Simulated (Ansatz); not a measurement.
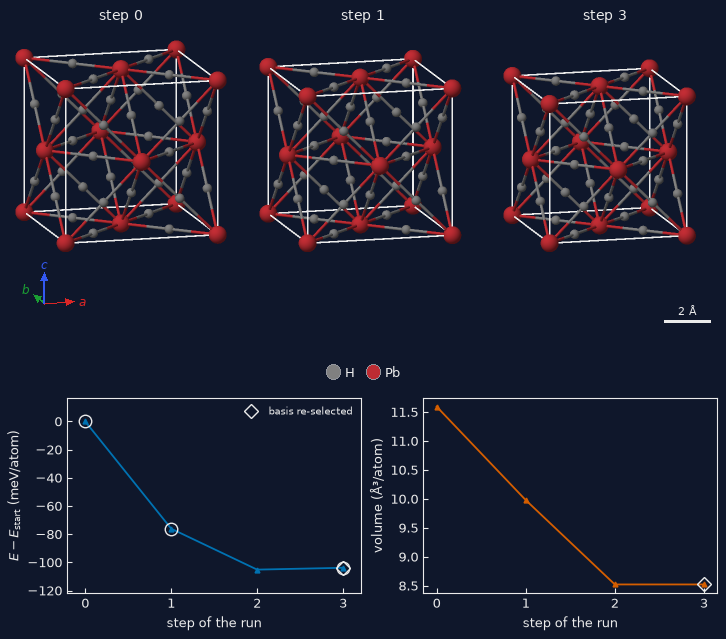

Frames of a relaxation of crystalline H6Pb (a generated structure, set up in Fm-3m) (coarse preliminary run), marked on the history of the run. Style: ball-and-stick. Shown: the conventional cell (4 times the calculation's cell), slightly off an axis. Lengths and directions refer to the drawn axes.

All numbers below come from DFT PBE, scalar-relativistic, plane waves, PAW in Ansatz 0.2.0. (plane-wave cutoff 420 eV; k-point mesh 4 × 4 × 4; occupations gaussian; smearing width 0.1 eV; no spin polarisation; cell and atoms relaxed; force threshold 0.04 eV/Å; at most 70 steps)

What happens along the run?

Answer. No atom moves by more than 0.005 Å relative to the cell. Cell: a = b = c 6.873 → 6.203 Å (−9.7 %). Volume −26.5 %. Some distances before and after: H–Pb 2.430 → 2.193 Å. The space group stays Fm-3m (No. 225). Over 2 accepted moves (3 points after the start) the energy falls by 104 meV per atom. All forces vanish by symmetry, so only the cell relaxes. The pressure goes from −8.45 to 0.04 GPa. At 1 point the geometry stayed and the basis and grid were re-selected for the new cell (energy shift of 1.3 meV per atom at most each time). The run took 5.1 s on 1 thread of Intel(R) Xeon(R) Platinum 8259CL CPU @ 2.50GHz (Skylake/Cascade Lake) (shared host), peak memory 0.38 GiB. From step 0 to 1: volume −13.9 %, energy −76.1 meV per atom. From step 1 to 3: volume −14.6 %, energy −27.7 meV per atom.

```json
{"step": "0", "E − E(0), meV/atom": "0.00", "pressure, GPa": "-8.45", "volume, Å³/atom": "11.594", "note": ""}
{"step": "1", "E − E(0), meV/atom": "-76.06", "pressure, GPa": "-5.74", "volume, Å³/atom": "9.980", "note": ""}
{"step": "2", "E − E(0), meV/atom": "-105.10", "pressure, GPa": "0.16", "volume, Å³/atom": "8.523", "note": ""}
{"step": "3", "E − E(0), meV/atom": "-103.80", "pressure, GPa": "0.04", "volume, Å³/atom": "8.523", "note": "same geometry, new basis"}
```
